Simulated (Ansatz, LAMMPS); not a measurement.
# Charge trapping in glassy 68P2O5-32SrO (mol %) (103 atoms), part 2 of 4

Aim: add and remove one electron in glassy 68P2O5-32SrO (mol %) (103 atoms), with atoms held and relaxed, and read trapping energy and localisation.

Ansatz 0.2.0; Kohn-Sham DFT, PBE, PAW (set soft_2), plane waves.

The cell: 26 P, 6 Sr and 71 O. The quench rate of 50 K/ps far exceeds what a furnace or splat quench reaches. The starting topology of bonds comes from the classical model. Only the Γ point is sampled, in a cell whose shortest periodic width is 11 Å.

So far. Step 2 (Single point at the start): The r.m.s. force at the start is 1.7 eV/Å. Step 3 (Relaxation): The relaxation converged after 29 steps, 17.4 eV below its start, with a largest force component of 0.040 eV/Å.

## Step 4: Single point at the relaxed geometry

One more single point at the end of the walk gives the fuller output and checks the residual forces.

input.yaml reads:

```yaml
crystal:
  lattice:
    - [11.39152, 0.0, 0.0]
    - [0.0, 11.39152, 0.0]
    - [0.0, 0.0, 11.39152]
  atoms:
    - { symbol: P, position: [0.58056, 0.74638, 0.48431] }
    - { symbol: P, position: [0.79651, 0.17522, 0.81799] }
    - { symbol: P, position: [0.3624, 0.0978, 0.92125] }
    - { symbol: P, position: [0.64017, 0.0598, 0.19514] }
    - { symbol: P, position: [0.4314, 0.05927, 0.32851] }
    - { symbol: P, position: [0.32563, 0.79897, 0.53166] }
    [... 91 atom lines left out ...]
    - { symbol: O, position: [0.40606, 0.40481, 0.95583] }
    - { symbol: O, position: [0.60804, 0.87436, 0.48187] }
    - { symbol: O, position: [0.17032, 0.54172, 0.57871] }
    - { symbol: O, position: [0.64523, 0.66973, 0.82266] }
    - { symbol: O, position: [0.69076, 0.16194, 0.74345] }
    - { symbol: O, position: [0.18346, 0.91313, 0.25692] }
kpoints:
  mp_grid: { grid: [1, 1, 1] }
hamiltonian:
  xc: pbe
scf:
  occupations: { method: fermi_dirac, width: 0.025 }
output:
  forces: true
  stress: true
  populations: intrinsic
  dos:
    method: { smearing: { sigma: 0.1 } }
    de: 0.1
    projected: { site_lists: { O: [O], P: [P], Sr: [Sr] } }
  eigenvalues: true
  write_density: true
  write_potential: true
  volumetric_format: npy
  elf: true
```

The run is started by

```bash
$ ansatz run input.yaml --threads 4 --pin off --max-ram 8192MiB --backend cpu --events-out ev --progress --plain --runs-dir out
```

Numbers of over 12 decimals in the logs are rounded to 6 here.

Log:

```text
[...]
Crystal: 103 atoms, lattice volume = 1478.240 Å³
Basis set: ecut = 420 eV, 28887 PW (Γ), exchange–correlation on 160×160×160 points (8 copies of the dense FFT grid, shifted against one another)
Bands: 411, of which v1, the nominal top of the filled ones, is band 308 counted from 1 (307 counted from 0)
Symmetry: 1 space group operations
[...]
k-points: 1
[...]
SCF iter   1: F=—  HF=-81248.266265 eV  |F-HF|=—  |Δ(HF+E_count)|=         —  Δρ=3.35e-3  dr2=1.80e-1  ethr=1.77e-3  ⟨swp⟩=8.0  Hψ=2280  notcnv=0  defer=71
[...]
SCF iter   9: F=-81248.255785 eV  HF=-81248.255785 eV  |F-HF|=5.42e-8  |Δ(HF+E_count)|=   2.13e-7  Δρ=2.56e-6  dr2=9.36e-8  ethr=1.62e-11  ⟨swp⟩=25.0  Hψ=4820  notcnv=0
SCF 1 converged in 9 iterations: F = -81248.255785 eV  dr2 = 9.36e-8
[...]
SCF converged after 9 iterations
Free energy (F): -81248.255785 eV
[...]
Internal energy: -81248.255785 eV  (E = F + TS)
E sigma→0 (E₀):  -81248.255785 eV
Fermi energy:    5.281358 eV
[...]
--- Forces (eV/Å), atoms counted from 1 ---
  atom   1  P      0.00544509     0.01341872     0.00775279
  atom   2  P     -0.01169851     0.00866866    -0.00521630
  atom   3  P      0.00376490    -0.00246899    -0.00808807
  atom   4  P      0.00402376    -0.00522756     0.00032839
  atom   5  P      0.02049357    -0.00372745     0.00332355
  atom   6  P     -0.00263682    -0.00223825    -0.01068341
  atom   7  P     -0.00495407     0.00745318    -0.00577503
  atom   8  P     -0.01209361    -0.00183103    -0.00225221
  atom   9  P      0.01300651    -0.00380319     0.00426439
  atom  10  P     -0.01364317    -0.00617050    -0.01168060
  atom  11  P     -0.00455134     0.00437287    -0.00815919
  atom  12  P     -0.00575220    -0.00529114     0.01026810
  atom  13  P      0.00638629    -0.00643289     0.00647569
  atom  14  P     -0.00117177     0.00337166     0.00890828
[...]
atom 102  O      0.00584118    -0.00098147     0.00204335
  atom 103  O     -0.00639044    -0.00512063    -0.00080947
  max |Σ_I F_I| component: 1.14e-4 eV/Å
--- Stress (GPa, compression-positive) ---
       -0.352651       0.233587      -0.268438
        0.233587       1.149683       0.095127
       -0.268437       0.095125       0.078861
  P = ⅓ Tr σ = 0.2920 GPa (2.920 kbar)
--- Band table (eV) ---
[...]
--- intrinsic populations: 103 sites ---
  site symbol       q [e]
     0      P      2.8923
     1      P      2.8744
     2      P      2.9137
[...]
102      O      6.9556
  spilling = 0.000000 (of n_electrons = 616.000000)
```

Elapsed: 16 s, on 4 threads of Intel Xeon Platinum 8488C (Sapphire Rapids), shared host; peak memory 2 GiB; 53 s of CPU time.

Read from the output:

* free energy: -81248.2558 eV
* free energy per atom: -788.8180 eV/atom
* SCF cycles: 9
* pressure: 0.292 GPa
* r.m.s. force component: 0.00752 eV/Å
* longest force: 0.05142 eV/Å
* Fermi energy: 5.281 eV
* gap (highest filled to lowest empty level): 3.163 eV

Intrinsic-atomic-orbital charges by element:

```csv
element,coordination,atoms,mean charge (e),spread,least,most
O,all,71,-0.930,0.0816,-1.14,-0.819
P,all,26,2.13,0.0526,2.04,2.26
Sr,all,6,1.77,0.0052,1.76,1.77
```

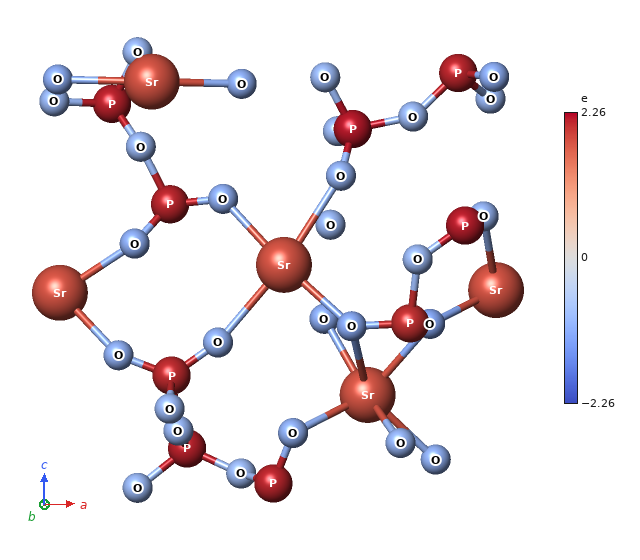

Atoms coloured by intrinsic-atomic-orbital charge. Drawn is a slice 4 Å thick, seen along the normal of the ac plane. Bonds to atoms that aren't drawn are left out.

States in the cell by windows of 1 eV, zero at the Fermi level; the larger projections on atomic orbitals stand beside the total:

```csv
from (eV),to (eV),total,O p,P p,O s
-10,-9,7.4,5.2,1.4,0.5
-9,-8,21.7,16.0,1.9,2.5
-8,-7,52.2,39.2,4.5,5.8
-7,-6,56.7,47.0,3.9,3.8
-6,-5,57.8,50.8,2.6,2.5
-5,-4,56.1,50.7,2.6,1.0
-4,-3,71.9,67.2,2.2,0.5
-3,-2,36.5,35.0,0.6,0.1
-2,-1,3.2,3.1,0.0,0.0
-1,1,0.0,0.0,0.0,0.0
1,2,2.0,0.3,0.2,0.5
2,3,5.7,1.0,1.0,1.0
3,4,18.0,3.0,5.1,2.6
4,5,35.9,5.5,9.7,3.0
```

Between -26 and -10 eV lie 240 more states.

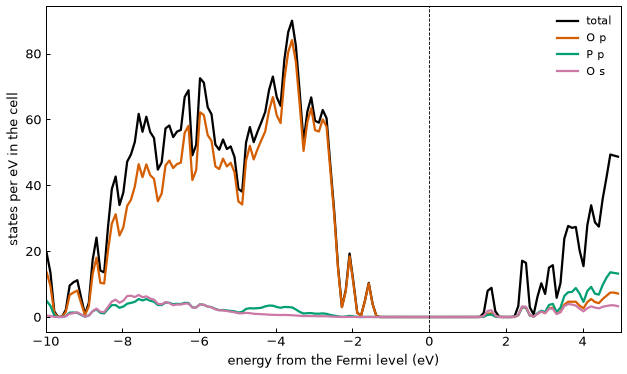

Total and projected density of states, with the broadening of the input.

The levels nearest the highest filled one (over half full), pooled over k-points and spins:

```csv
level less the highest filled one (eV),occupation
-0.960,2
-0.892,2
-0.833,2
-0.513,2
-0.456,2
0,2
3.16,0
4.04,0
4.06,0
4.49,0
4.72,0
4.81,0
```

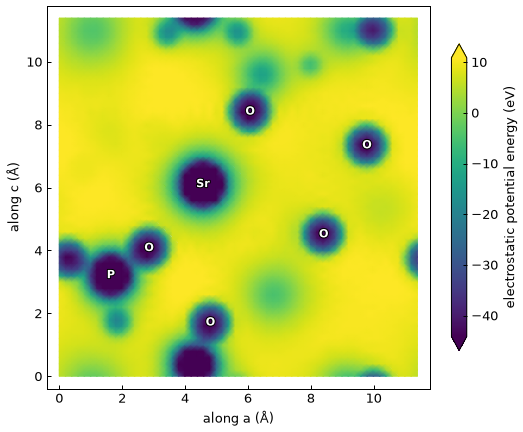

Electrostatic potential energy in the ac plane at fractional y = 0.459, with atoms of P and Sr and O within 0.2 Å of it. With pseudopotentials it is smooth inside the atoms' cores, unlike the true potential. The map starts off the cell's origin, so that atoms lie inside it.

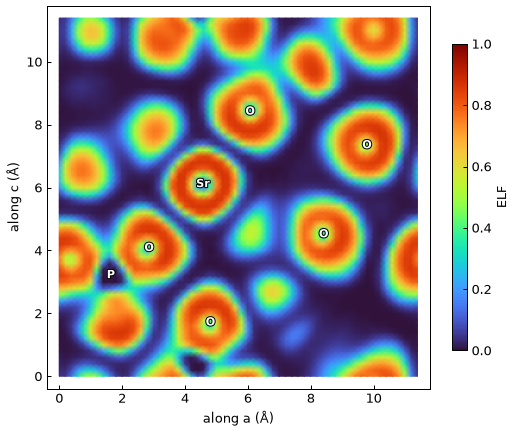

ELF in the ac plane at fractional y = 0.459, with atoms of P and Sr and O within 0.2 Å of it. It is the smooth field of the valence electrons, not physical close to the nuclei. The map starts off the cell's origin, so that atoms lie inside it.

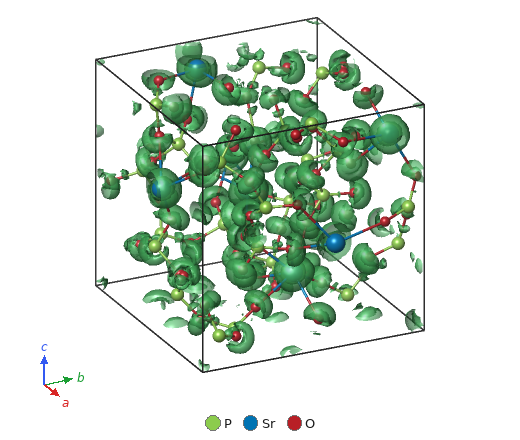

Surface of ELF = 0.81. Bonds to atoms that aren't drawn are left out.

The highest filled and lowest empty levels differ by 3.16 eV (at Γ alone); a semilocal functional tends to put such gaps too low. In a disordered cell it changes from sample to sample, and tail or defect levels can set it. Mean intrinsic-atomic-orbital charges: O -0.93, P +2.13, Sr +1.77 e.

## Step 5: An extra electron, atoms held

The electron count changes by one with the atoms held: a vertical process, on a uniform background, with spin and a narrow Fermi–Dirac smearing. Its energy against the neutral cell hangs on the program's zero of potential.

input.yaml reads:

```yaml
crystal:
  lattice:
    - [11.39152, 0.0, 0.0]
    - [0.0, 11.39152, 0.0]
    - [0.0, 0.0, 11.39152]
  atoms:
    [... the 103 atom lines of step 4 ...]
total_charge: -1
kpoints:
  mp_grid: { grid: [1, 1, 1] }
hamiltonian:
  xc: pbe
scf:
  occupations: { method: fermi_dirac, width: 0.01 }
  lower_state_search: "off"
output:
  forces: true
  stress: true
  populations: true
  dos:
    method: { smearing: { sigma: 0.08 } }
    de: 0.1
    projected: { site_lists: { O: [O], P: [P], Sr: [Sr] } }
  eigenvalues: true
  write_density: true
  write_potential: true
  volumetric_format: npy
magnetization:
  spin_polarized: true
  initial_magnetization: 1
```

Log:

```text
[...]
Crystal: 103 atoms, lattice volume = 1478.240 Å³
Basis set: ecut = 420 eV, 28887 PW (Γ), exchange–correlation on 160×160×160 points (8 copies of the dense FFT grid, shifted against one another)
Bands: 412, of which v1, the nominal top of the filled ones, is band 309 counted from 1 (308 counted from 0)
Symmetry: 1 space group operations
[...]
k-points: 1
[...]
Starting moments: Σ|m| = 1 μB on 103 of 103 sites
[...]
SCF iter   1: F=—  HF=-81311.576160 eV  |F-HF|=—  |Δ(HF+E_count)|=         —  Δρ=5.29e-2 (↑5.26e-2 ↓5.29e-2)  dr2=2.23e2  dr2_m=6.32e-2  M=1.000 μB ∫|m|=1.034 μB  β_m=1.00  ethr=3.10e-3  ⟨swp⟩=12.0  Hψ=4970  notcnv=0  defer=113
[...]
spin=Collinear: Resta preconditioning applied to the charge; magnetization (m = ρ↑ − ρ↓) channel mixes plain (no charge-response kernel on spin).
SCF iter   2: F=—  HF=-81264.060738 eV  |F-HF|=—  |Δ(HF+E_count)|=         —  Δρ=2.76e-2 (↑2.74e-2 ↓2.76e-2)  dr2=7.31e1  dr2_m=9.62e-3  M=0.999 μB ∫|m|=1.031 μB  β_m=0.30  ethr=3.10e-3  ⟨swp⟩=3.5  Hψ=1540  notcnv=0  defer=195
[...]
SCF iter  11: F=—  HF=-81241.258195 eV  |F-HF|=—  |Δ(HF+E_count)|=   1.92e-3  Δρ=4.05e-4 (↑4.05e-4 ↓3.89e-4)  dr2=6.76e-5  dr2_m=2.12e-3  M=0.901 μB ∫|m|=0.936 μB  β_m=0.30  ethr=5.76e-8  ⟨swp⟩=3.5  Hψ=1411  notcnv=0  defer=198
[...]
spin-set hold released at iteration 11 (site moments contracting): the magnetisation degrees of freedom join the quasi-Newton model from the next iteration; the mixer history was flushed
SCF iter  12: F=—  HF=-81241.259584 eV  |F-HF|=—  |Δ(HF+E_count)|=   1.39e-3  Δρ=3.44e-4 (↑3.44e-4 ↓3.23e-4)  dr2=7.54e-5  dr2_m=1.50e-3  M=0.931 μB ∫|m|=0.972 μB  β_m=0.45  ethr=1.10e-8  ⟨swp⟩=3.5  Hψ=1774  notcnv=0  defer=198
SCF iter  13: F=—  HF=-81241.261990 eV  |F-HF|=—  |Δ(HF+E_count)|=   2.41e-3  Δρ=6.56e-5 (↑6.56e-5 ↓6.21e-5)  dr2=4.17e-5  dr2_m=4.41e-5  M=0.981 μB ∫|m|=1.041 μB  β_m=0.56  ethr=1.10e-8  ⟨swp⟩=4.5  Hψ=2177  notcnv=0  defer=198
[...]
SCF iter  18: F=-81241.262002 eV  HF=-81241.262002 eV  |F-HF|=4.80e-10  |Δ(HF+E_count)|=   5.12e-8  Δρ=6.46e-7 (↑6.46e-7 ↓5.74e-7)  dr2=1.12e-8  dr2_m=2.76e-9  M=0.985 μB ∫|m|=1.051 μB  β_m=0.81  ethr=6.47e-12  ⟨swp⟩=8.5  Hψ=5691  notcnv=0
SCF iter  19: F=-81241.262002 eV  HF=-81241.262002 eV  |F-HF|=1.80e-9  |Δ(HF+E_count)|=   5.59e-9  Δρ=2.63e-7 (↑2.63e-7 ↓2.50e-7)  dr2=3.28e-9  dr2_m=7.09e-11  M=0.985 μB ∫|m|=1.051 μB  ethr=1.82e-12  ⟨swp⟩=9.0  Hψ=5671  notcnv=0
SCF 1 converged in 19 iterations: F = -81241.262002 eV  dr2 = 3.28e-9
[...]
SCF converged after 19 iterations
Magnetization: 0.9851 μB (308.9925 up, 308.0075 down)
Absolute magnetization: 1.0509 μB (∫|ρ↑−ρ↓|, with the PAW one-centre terms)
[...]
Per-site moments (μB) at R_I (Å): [(0.000394006, 0.615192), (0.00235921, 0.610188), (0.00118684, 0.608304), (0.00787996, 0.620316), (0.00731545, 0.603080), [...]
Free energy (F): -81241.262002 eV
[...]
Internal energy: -81241.261122 eV  (E = F + TS)
E sigma→0 (E₀):  -81241.261562 eV
Entropy (-TS):   -0.000880 eV (-0.009 meV/atom)
Fermi energy:    7.136483 eV
[...]
Σ components = -81241.262002   (vs F -81241.262002, Δ=0.00e0)
--- Forces (eV/Å), atoms counted from 1 ---
  atom   1  P     -0.02640117     0.11903153    -0.06482916
  atom   2  P      0.00822292     0.22657785     0.21190652
  atom   3  P     -0.04499012     0.13074018     0.03019802
  atom   4  P     -0.02364746     0.30204643     0.05535096
[...]
atom 103  O     -0.01320502    -0.10710061     0.02178987
  max |Σ_I F_I| component: 1.27e-5 eV/Å
--- Stress (GPa, compression-positive) ---
        0.947129       0.178848      -0.198930
        0.178849       2.033566       0.047685
       -0.198929       0.047683       1.261633
  P = ⅓ Tr σ = 1.4141 GPa (14.141 kbar)
--- Band table (eV) ---
[...]
--- Löwdin populations: 103 sites ---
  site symbol       q [e]    m [muB]
     0      P      2.8645     0.0021
     1      P      2.8496     0.0103
     2      P      2.8875     0.0048
[...]
102      O      6.8119     0.0007
  spilling = 0.017448 (of n_electrons = 617.000000)
```

The job ended after 53 s (4 threads; peak memory 3.3 GiB; 3.4 min of CPU time).

An extra electron, atoms held: the energy stands 6.99 eV above that of the reference, with a moment of 0.99 μB.

The levels nearest the highest filled one (over half full), pooled over k-points and spins:

```csv
level less the highest filled one (eV),occupation
-3.81,1
-3.42,1
-3.42,1
0,0.993
0.0978,0.007
0.727,0
0.81,0
0.917,0
```

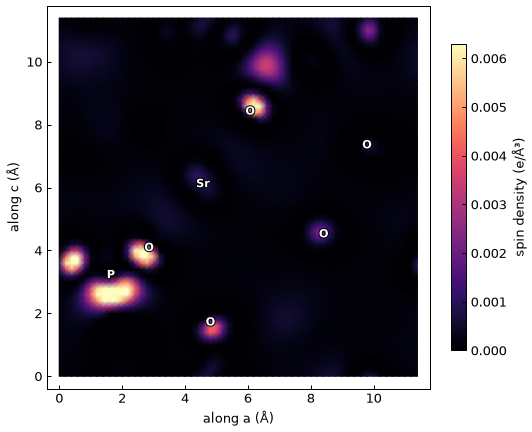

Spin density in the ac plane at fractional y = 0.459, with atoms of P and Sr and O within 0.2 Å of it. The map starts off the cell's origin, so that atoms lie inside it.

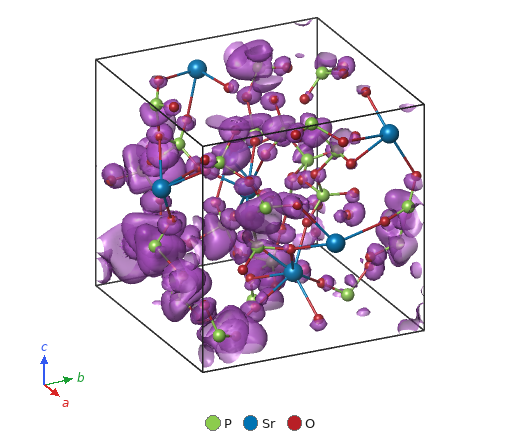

Surface of spin density = 0.0015 e/Å³, which holds about 70 % of the integral of its size. Bonds to atoms that aren't drawn are left out.

(Continued in part 3 of 4.)

[Logs are printed without paths, hosts, clocks, repeated set-up lines and the standing remarks that a program may print on its own settings, such as how far it seeks lower states.]

[Hosts, paths, dates, database ids (printed as entryN), source tags and the programs' standing remarks are cut or masked in the printed files.]
